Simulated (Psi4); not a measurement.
Run report: Al₂H₄Cl₂O₂, interaction calculation (part 2 of 2)

Al₂H₄Cl₂O₂, SMILES [OH][AlH][Cl].[OH][AlH][Cl]; SVWN-RPA/jun-cc-pVDZ, RKS (Psi4 1.11). 

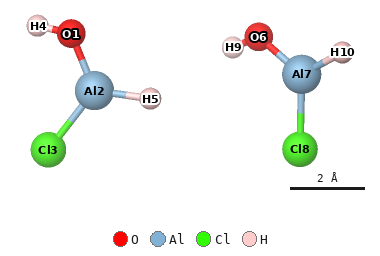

**Figure 1.** The input geometry (ball-and-stick view, seen on its broad side; atoms are numbered from 1 in the order of the input). Sticks mark near contacts.

### Output, continued
```
   @DF-RKS iter SAD:  -776.44761343207654   -7.76448e+02   0.00000e+00
   @DF-RKS iter   1:  -776.56205230431328   -1.14439e-01   1.24653e-02 ADIIS/DIIS
   @DF-RKS iter   2:  -773.81198908676663    2.75006e+00   3.15673e-02 ADIIS/DIIS
   @DF-RKS iter   3:  -776.85234566252325   -3.04036e+00   3.51627e-03 ADIIS/DIIS
   @DF-RKS iter   4:  -776.88000497693633   -2.76593e-02   2.00321e-03 ADIIS/DIIS
   @DF-RKS iter   5:  -776.89126496756433   -1.12600e-02   4.73045e-04 ADIIS/DIIS
   @DF-RKS iter   6:  -776.89192863740050   -6.63670e-04   1.70321e-04 ADIIS/DIIS
   @DF-RKS iter   7:  -776.89200901465779   -8.03773e-05   4.50018e-05 DIIS
   @DF-RKS iter   8:  -776.89201353078329   -4.51613e-06   1.22083e-05 DIIS
   @DF-RKS iter   9:  -776.89201386543584   -3.34653e-07   2.44807e-06 DIIS
   @DF-RKS iter  10:  -776.89201387937112   -1.39353e-08   4.09840e-07 DIIS
  Energy and wave function converged.

  ==> Post-Iterations <==

   Electrons on quadrature grid:
      Ntotal   =   40.0000122677 ; deviation = 1.227e-05

    Final Occupation by Irrep:
              A
    DOCC [    20 ]
    NA   [    20 ]
    NB   [    20 ]

  @DF-RKS Final Energy:  -776.89201387937112

   => Energetics <=

    Nuclear Repulsion Energy =            129.3014669768009242
    One-Electron Energy =               -1334.8632423662606925
    Two-Electron Energy =                 482.6394991310361320
    DFT Exchange-Correlation Energy =     -53.9697376209473560
    Empirical Dispersion Energy =           0.0000000000000000
    VV10 Nonlocal Energy =                  0.0000000000000000
    Total Energy =                       -776.8920138793711203

Computation Completed

Properties will be evaluated at   0.000000,   0.000000,   0.000000 [a0]

Properties computed using the SCF density matrix

 Multipole Moments:

 ------------------------------------------------------------------------------------
     Multipole            Electronic (a.u.)      Nuclear  (a.u.)        Total (a.u.)
 ------------------------------------------------------------------------------------

 L = 1.  Multiply by 2.5417464519 to convert [e a0] to [Debye]
 Dipole X            :       -269.6018120          269.4460138           -0.1557983
 Dipole Y            :       -344.2166204          344.0497178           -0.1669026
 Dipole Z            :         25.7310110          -25.8815000           -0.1504890
 Magnitude           :                                                    0.2734529

 ------------------------------------------------------------------------------------

	total time  =          2 seconds =       0.03 minutes

    Psi4 run time: 0:00:02.28

    -----------------------------------------------------------------------
                               Psi4 1.11 release

    h
    h
    h

    -----------------------------------------------------------------------

    Memory:     1.5 GiB
    Threads:    1
                ecpint, einsums, f̶o̶r̶t̶e̶, gauxc, gcp, g̶d̶m̶a̶, geometric, g̶p̶u̶_̶d̶f̶c̶c̶,
                i̶n̶t̶e̶g̶r̶a̶t̶o̶r̶x̶x̶, i̶p̶i̶, libefp, m̶d̶i̶, m̶p̶2̶d̶, m̶r̶c̶c̶, ooo,
                o̶p̶e̶n̶f̶e̶r̶m̶i̶o̶n̶p̶s̶i̶4̶, pcmsolver, p̶s̶i̶4̶f̶o̶c̶k̶c̶i̶, p̶s̶i̶x̶a̶s̶,
                p̶y̶e̶i̶n̶s̶u̶m̶s̶, r̶e̶s̶p̶, s̶i̶m̶i̶n̶t̶, s̶n̶s̶m̶p̶2̶,
                v̶2̶r̶d̶m̶_̶c̶a̶s̶s̶c̶f̶

  ==> Geometry <==

    Molecular point group: c1
    Full point group: C1

    Geometry (in Bohr), charge = 0, multiplicity = 1:

       Center              X                  Y                   Z               Mass
    ------------   -----------------  -----------------  -----------------  -----------------
         O           -2.116606644080     0.728753983022    -0.956428186617    15.994914619570
         AL           0.795650287863     0.377264923686     0.275484274569    26.981538530000
         CL           2.088033985063    -3.232678893776     1.268157408272    34.968852682000
         H           -3.268205744934    -0.631848827308    -1.249524708675     1.007825032230
         H            2.501128116089     2.758508814376     0.662311212450     1.007825032230
         O            3.686439931021     8.368236406842    -2.563262311093    15.994914619570
         AL           5.897967518383     9.767427424654    -0.753887340490    26.981538530000
         CL           9.056550250779     7.698744235115     0.442479372276    34.968852682000
         H            3.757134585374     6.647168338082    -3.107541229748     1.007825032230
         H            5.562427747546    12.601449695003     0.010525774519     1.007825032230

  Running in c1 symmetry.

  Rotational constants: A =      0.05593  B =      0.00611  C =      0.00554 [cm^-1]
  Rotational constants: A =   1676.70546  B =    183.12498  C =    166.14657 [MHz]
  Nuclear repulsion =  395.754178362797234

  Charge       = 0
  Multiplicity = 1
  Electrons    = 80
  Nalpha       = 40
  Nbeta        = 40

  ==> Primary Basis <==

  Basis Set: JUN-CC-PVDZ
    Blend: JUN-CC-PVDZ
    Number of shells: 68
    Number of basis functions: 144
    Number of Cartesian functions: 150
    Spherical Harmonics?: true
    Max angular momentum: 2

   => Molecular Quadrature <=

    Radial Scheme          =       TREUTLER
    Pruning Scheme         =           NONE
    Nuclear Scheme         =       TREUTLER

    Blocking Scheme        =         OCTREE
    BS radius alpha        =              1
    Pruning alpha          =              1
    Radial Points          =             75
    Spherical Points       =            302
    Total Points           =         219133
    Total Blocks           =           1704
    Max Points             =            255
    Max Functions          =            136
    Weights Tolerance      =       1.00E-15

  ==> Integral Setup <==

  DFHelper Memory: AOs need 0.108 GiB; user supplied 0.964 GiB.
  SCF_SUBTYPE=INCORE selected. In-core MEM_DF algorithm will be used.
  Using in-core AOs.

  ==> MemDFJK: Density-Fitted J/K Matrices <==

    J tasked:                   Yes
    K tasked:                    No
    wK tasked:                   No
    Memory [MiB]:               986
    Algorithm:                 Core
    Schwarz Cutoff:           1E-12
    Mask sparsity (%):      11.4969
    Fitting Condition:        1E-10

   => Auxiliary Basis Set <=

  Basis Set: (JUN-CC-PVDZ AUX)
    Blend: JUN-CC-PVDZ-JKFIT
    Number of shells: 246
    Number of basis functions: 734
    Number of Cartesian functions: 842
    Spherical Harmonics?: true
    Max angular momentum: 3

  Cached 100.0% of DFT collocation blocks in 0.154 [GiB].

  Minimum eigenvalue in the overlap matrix is 2.0746178382E-03.
  Reciprocal condition number of the overlap matrix is 3.2997768260E-04.
    Using symmetric orthogonalization.

  ==> Pre-Iterations <==

  SCF Guess: Superposition of Atomic Densities via on-the-fly atomic UHF (no occupation information).

   -------------------------
    Irrep   Nso     Nmo
   -------------------------
     A        144     144
   -------------------------
    Total     144     144
   -------------------------

  ==> Iterations <==

                           Total Energy        Delta E     RMS |[F,P]|

   @DF-RKS iter SAD: -1552.91108250421416   -1.55291e+03   0.00000e+00
   @DF-RKS iter   1: -1553.12632242449536   -2.15240e-01   8.80549e-03 ADIIS/DIIS
   @DF-RKS iter   2: -1547.43660187787373    5.68972e+00   2.25484e-02 ADIIS/DIIS
   @DF-RKS iter   3: -1553.69765531002713   -6.26105e+00   2.46312e-03 ADIIS/DIIS
   @DF-RKS iter   4: -1553.75524413875769   -5.75888e-02   1.56954e-03 ADIIS/DIIS
   @DF-RKS iter   5: -1553.78285661093514   -2.76125e-02   3.86018e-04 ADIIS/DIIS
   @DF-RKS iter   6: -1553.78466536656219   -1.80876e-03   1.29562e-04 ADIIS/DIIS
   @DF-RKS iter   7: -1553.78484996776615   -1.84601e-04   4.86666e-05 DIIS
   @DF-RKS iter   8: -1553.78486517078545   -1.52030e-05   2.57828e-05 DIIS
   @DF-RKS iter   9: -1553.78487041967696   -5.24889e-06   5.85567e-06 DIIS
   @DF-RKS iter  10: -1553.78487072651797   -3.06841e-07   1.19753e-06 DIIS
   @DF-RKS iter  11: -1553.78487074052919   -1.40112e-08   2.67186e-07 DIIS
  Energy and wave function converged.

  ==> Post-Iterations <==

   Electrons on quadrature grid:
      Ntotal   =   80.0000013394 ; deviation = 1.339e-06

    Orbital Energies [Eh]
    ---------------------

    Doubly Occupied:

       1A   -100.329583     2A   -100.325072     3A    -55.190611
       4A    -55.183931     5A    -18.645763     6A    -18.640632
       7A     -9.159306     8A     -9.154847     9A     -7.015142
      10A     -7.010865    11A     -7.010652    12A     -7.009896
      13A     -7.006410    14A     -7.005448    15A     -3.974340
      16A     -3.967860    17A     -2.607986    18A     -2.604971
      19A     -2.601496    20A     -2.601417    21A     -2.598531
      22A     -2.594844    23A     -0.930066    24A     -0.924890
      25A     -0.768558    26A     -0.764198    27A     -0.503548
      28A     -0.498184    29A     -0.407992    30A     -0.402940
      31A     -0.351625    32A     -0.345437    33A     -0.336083
      34A     -0.332634    35A     -0.328426    36A     -0.323358
      37A     -0.317640    38A     -0.313129    39A     -0.310400
      40A     -0.305792

    Virtual:

      41A     -0.093551    42A     -0.085679    43A     -0.077949
      44A     -0.069196    45A     -0.034488    46A     -0.019643
      47A     -0.007805    48A     -0.002591    49A      0.004645
      50A      0.010123    51A      0.020589    52A      0.028451
      53A      0.035369    54A      0.042454    55A      0.048192
      56A      0.055670    57A      0.065659    58A      0.068645
      59A      0.073255    60A      0.076367    61A      0.085478
      62A      0.089963    63A      0.093247    64A      0.099602
      65A      0.115691    66A      0.119164    67A      0.133248
      68A      0.142296    69A      0.149173    70A      0.155026
      71A      0.175719    72A      0.183290    73A      0.192794
      74A      0.205282    75A      0.215188    76A      0.231533
      77A      0.236450    78A      0.240254    79A      0.249388
      80A      0.252813    81A      0.258396    82A      0.269143
      83A      0.273318    84A      0.282535    85A      0.302863
      86A      0.322237    87A      0.346527    88A      0.361052
      89A      0.434645    90A      0.447018    91A      0.503071
      92A      0.505930    93A      0.628871    94A      0.637769
      95A      0.639224    96A      0.646974    97A      0.657170
      98A      0.660217    99A      0.663296   100A      0.666356
     101A      0.678044   102A      0.687603   103A      0.709229
     104A      0.713161   105A      0.759140   106A      0.767604
     107A      0.772602   108A      0.775399   109A      0.864603
     110A      0.869200   111A      0.903704   112A      0.914391
     113A      1.016352   114A      1.031677   115A      1.033337
     116A      1.048697   117A      1.158283   118A      1.161758
     119A      1.187434   120A      1.192207   121A      1.276901
     122A      1.289557   123A      1.336039   124A      1.344052
     125A      1.422482   126A      1.433979   127A      1.529481
     128A      1.536524   129A      1.748961   130A      1.757559
     131A      1.913164   132A      1.922699   133A      2.076891
     134A      2.080259   135A      2.519843   136A      2.526734
     137A      2.636201   138A      2.640551   139A      2.785626
     140A      2.793459   141A      2.838657   142A      2.843729
     143A      3.536153   144A      3.550023

    Final Occupation by Irrep:
              A
    DOCC [    40 ]
    NA   [    40 ]
    NB   [    40 ]

  @DF-RKS Final Energy: -1553.78487074052919

   => Energetics <=

    Nuclear Repulsion Energy =            395.7541783627972336
    One-Electron Energy =               -2943.8882814964817953
    Two-Electron Energy =                1102.2871817456637018
    DFT Exchange-Correlation Energy =    -107.9379493525081841
    Empirical Dispersion Energy =           0.0000000000000000
    VV10 Nonlocal Energy =                  0.0000000000000000
    Total Energy =                      -1553.7848707405291862

Computation Completed

Properties will be evaluated at   0.000000,   0.000000,   0.000000 [a0]

Properties computed using the SCF density matrix

 Multipole Moments:

 ------------------------------------------------------------------------------------
     Multipole            Electronic (a.u.)      Nuclear  (a.u.)        Total (a.u.)
 ------------------------------------------------------------------------------------

 L = 1.  Multiply by 2.5417464519 to convert [e a0] to [Debye]
 Dipole X            :       -298.0276064          297.5861145           -0.4414919
 Dipole Y            :       -302.1954624          301.9553125           -0.2401500
 Dipole Z            :          8.7614508           -8.9801675           -0.2187167
 Magnitude           :                                                    0.5481096

 ------------------------------------------------------------------------------------

	total time  =          8 seconds =       0.13 minutes

    Psi4 run time: 0:00:08.16

  //>>>>>>>>>>>>>>>>>>>>>>>>>>>>>>>>>>>//
  //          ManyBody Results         //
  //<<<<<<<<<<<<<<<<<<<<<<<<<<<<<<<<<<<//

   ==> N-Body: Non-Counterpoise Corrected (NoCP) energies <==

              MC n-Body  Total Energy            Interaction Energy                          N-body Contribution to Interaction Energy
                         [Eh]                    [Eh]                  [kcal/mol]            [Eh]                  [kcal/mol]
              §A  1    -1553.784027688293        0.000000000000        0.000000000000        0.000000000000        0.000000000000
     FULL/RTN §A  2    -1553.784870740529       -0.000843052236       -0.529023264806       -0.000843052236       -0.529023264806

   MC Legend: §A: "(auto)"

    Psi4 run time: 0:00:14.84

[set-up sections that repeat, and orbital energies of the middle runs, are left out above]
```

The run was set up as follows.

### The input (calc.dat)
```
memory 1600 mb

molecule mol {
  0 1
  O     -1.120060     0.385640    -0.506120
  Al     0.421040     0.199640     0.145780
  Cl     1.104940    -1.710660     0.671080
  H     -1.729460    -0.334360    -0.661220
  H      1.323540     1.459740     0.350480
  --
  0 1
  O      1.950780     4.428280    -1.356420
  Al     3.121070     5.168700    -0.398940
  Cl     4.792520     4.074000     0.234150
  H      1.988190     3.517530    -1.644440
  H      2.943510     6.668400     0.005570
  symmetry c1
  no_reorient
  no_com
}

set globals {
  reference rks
}

E, wfn = energy('svwn/jun-cc-pVDZ', bsse_type='nocp', return_wfn=True)
```

Run as:
```bash
psi4 -n 1 calc.dat calc.out
```

### Key numbers

| quantity | value |
| --- | --- |
| outcome | converged |
| basis functions | 144 |
| hardware | 1 thread of Intel Xeon @ 2.60GHz (Ice Lake), 24 GiB of memory available, shared host |
| wall time | 16 s |
| peak memory | 0.55 GiB |
